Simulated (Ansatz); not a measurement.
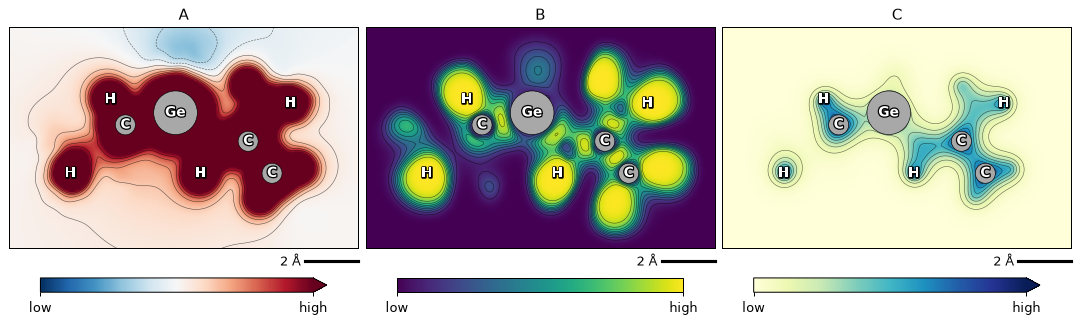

C₈H₁₈F₂Ge (SMILES CC(C)[CH2][Ge]([F])([F])[CH2]C(C)C): 3 fields on the plane of atoms Ge5, C8 and H22, with unlabelled colour scales. Grey discs cover the atomic cores.

Geometry: PBE0-D4/def2-TZVP.

These are results of RKS PBE0-D4/def2-TZVPP (Ansatz 0.2.0), not measurements.

The panels show electron density, electron localisation function and electrostatic potential in some order. Assign them.

Panel A: electrostatic potential (strongly positive close to the atoms, with negative regions outside electron-rich atoms). Panel B: electron localisation function. Panel C: electron density. From the grid: C–C (1.52 Å): ρ is about 1.7 e/Å³ halfway; the ELF peaks at about 0.95 between the atoms: a covalent bond. C–Ge (1.94 Å): ρ at the midpoint is about 0.93 e/Å³; the ELF peaks at about 0.90 between the atoms; a covalent bond.
